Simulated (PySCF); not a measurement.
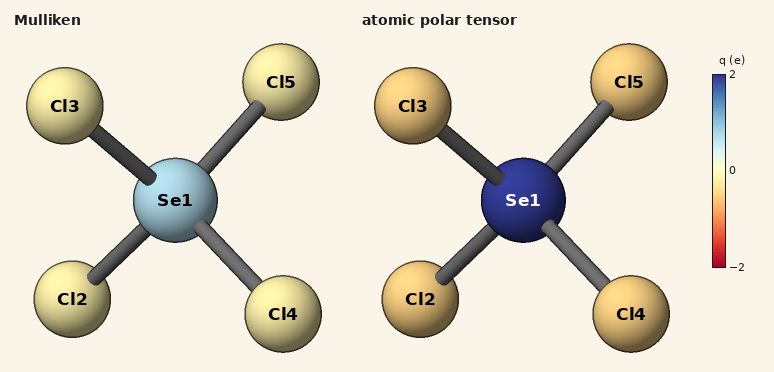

Atomic charges of one calculation by 2 schemes, on one colour scale. The geometry was computed by an optimisation with BP86/def2-TZVP. Level of theory: BP86/def2-TZVP (PySCF 2.14.0).

Which scheme gives the most polar picture (largest mean size of the charges)?

Answer. The atomic polar tensor charges are the largest in size here.

List the charges (e), one line for each set of equivalent atoms.

```json
{"atom": "Se1", "Mulliken": "0.74", "atomic polar tensor": "1.94"}
{"atom": "Cl2, Cl3, Cl4…", "Mulliken": "−0.18", "atomic polar tensor": "−0.48"}
```

Its softest mode lies under 30 cm⁻¹, so another, bent or twisted shape can't be ruled out.
